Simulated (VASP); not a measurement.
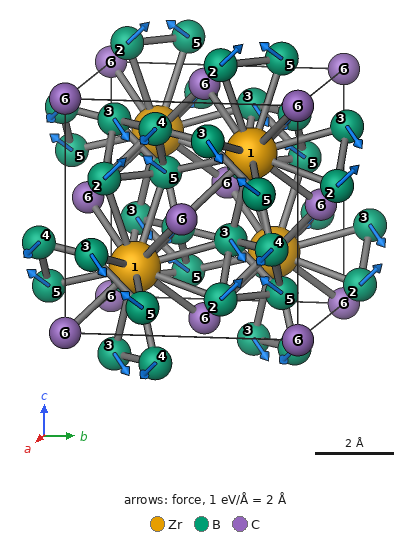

Starting geometry of a crystal of ZrB$_{4}$C (a generated structure, set up in F-43m) with the computed forces as blue arrows. A ball-and-stick model of the conventional cell (4 times the calculation's cell), seen slightly off an axis. Lengths and directions refer to the drawn axes.

The run lets the atoms move in a fixed cell, from a stretched start.

These are results of VASP 6.6.1, Kohn-Sham DFT of a periodic cell, PBEsol with D3, DFT+U, VASP PAW PBE potentials, minimal, not measurements.

Input file:
```
SYSTEM = ZrB4C
ALGO = Normal
EDIFF = 1E-7
EDIFFG = -0.005
ENCUT = 500
GGA = PS
IBRION = 2
ISIF = 2
ISMEAR = -1
IVDW = 11
LASPH = .True.
LCHARG = .False.
LDAU = .True.
LDAUJ = 1 0 0
LDAUL = 2 -1 -1
LDAUPRINT = 1
LDAUTYPE = 2
LDAUU = 4.5 0 0
LMAXMIX = 4
LREAL = .False.
LWAVE = .False.
NELM = 100
NSW = 40
PREC = Accurate
SIGMA = 0.05
```

Launched with:
```bash
cat potpaw_PBE.64/Zr_sv/POTCAR potpaw_PBE.64/B/POTCAR potpaw_PBE.64/C/POTCAR > POTCAR
mpirun -np 1 vasp_std > vasp.out
```

Question: What follows when this structure is relaxed?

Answer: It isn't relaxed: the largest force vector, on B atoms, is 0.43 eV/Å. The atoms end up moving mostly along the starting forces (cosine between the two patterns 1.00). The energy falls by 7.0 meV per atom in 4 geometry steps. The largest force component goes from 0.25 to 0.0023 eV/Å. The largest moves, 0.042 Å, are those of B2, B3, B4 and B5. B5 goes along [1 −1 1]. Zr and C stay in place. The lattice vectors keep their values. Near-neighbour distances that change, for instance: B2–B3 1.896 → 1.827 Å, Zr1–B2 2.570 → 2.580 Å. The space group stays F-43m (No. 216).
